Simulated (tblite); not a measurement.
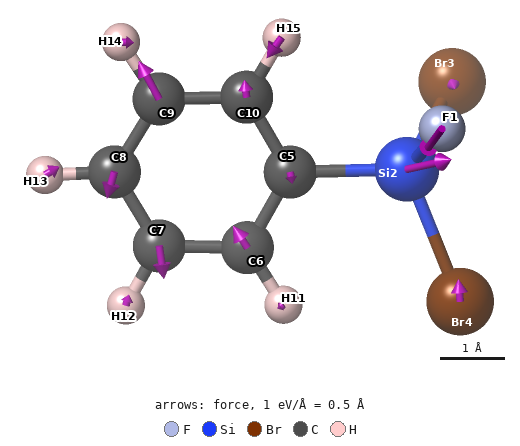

Starting geometry of C6H5Br2FSi with the computed forces as purple arrows. The picture is a ball-and-stick view, seen at a tilt.

The calculation used GFN2-xTB geometry optimisation, gas phase in tblite 0.8.0. 

Is this structure relaxed? If not, where do the atoms go?

It isn't relaxed: the largest force vector, on F1, is 2.07 eV/Å. The final displacements follow the starting forces only in part (cosine between the two patterns 0.44). Over 44 geometry steps the energy falls by 6.19 kcal/mol. Br3 moves most after the best rigid fit: 0.18 Å. By element the largest moves are Br 0.18 Å, F 0.11 Å, H 0.06 Å, C 0.04 Å, Si 0.02 Å. Among the contacts that change: F1–Si2 1.707 → 1.602 Å, Si2–Br4 2.253 → 2.200 Å, Si2–C5 1.839 → 1.868 Å, C10–H15 1.106 → 1.081 Å. Bond angles that change, for instance: C8–C9–H14 115.8° → 120.3°, Br3–Si2–C5 108.7° → 113.1°, C9–C8–H13 123.6° → 119.9°.
